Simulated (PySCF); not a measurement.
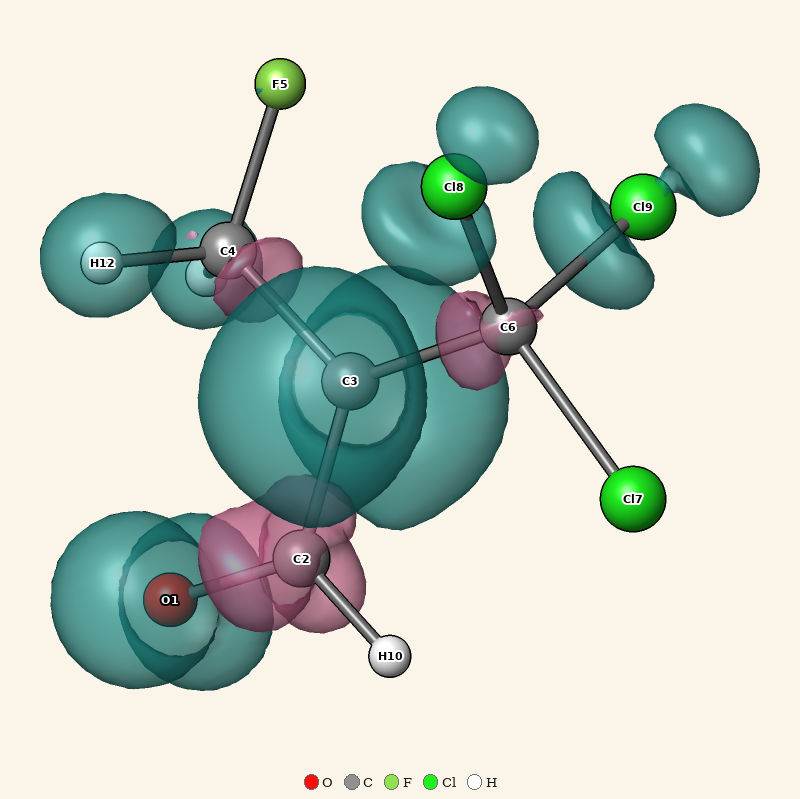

Figure 1: C4H3Cl3FO (SMILES O=C[C](CF)C(Cl)(Cl)Cl) (doublet). Isosurfaces of the spin density (α minus β) at +0.02 (teal) and −0.02 e/Å³ (pink), seen at a tilt.

Geometry: GFN2-xTB.

The calculation used UKS B3LYP, pcH-1 on C Cl F H O, non-relativistic, mean-field spin-orbit, GIAO in PySCF.

```xyz
12

O     1.0297   -2.2761    0.1047
C     1.2223   -1.0736    0.0527
C     0.1510   -0.1155    0.0090
C    -1.2181   -0.6947    0.0447
F    -2.2242    0.2067   -0.0827
C     0.3425    1.3380   -0.0720
Cl    2.0341    1.8483   -0.0345
Cl   -0.5026    2.1491    1.2948
Cl   -0.3749    1.9422   -1.6144
H     2.2386   -0.6585    0.0380
H    -1.3269   -1.4363   -0.7618
H    -1.3703   -1.2303    0.9956
```

### Which atoms carry the spin?

The unpaired spin (1 electron) lies mostly on C3 (about 0.5) and O1 (about 0.2), in electrons by Hirshfeld's partition.
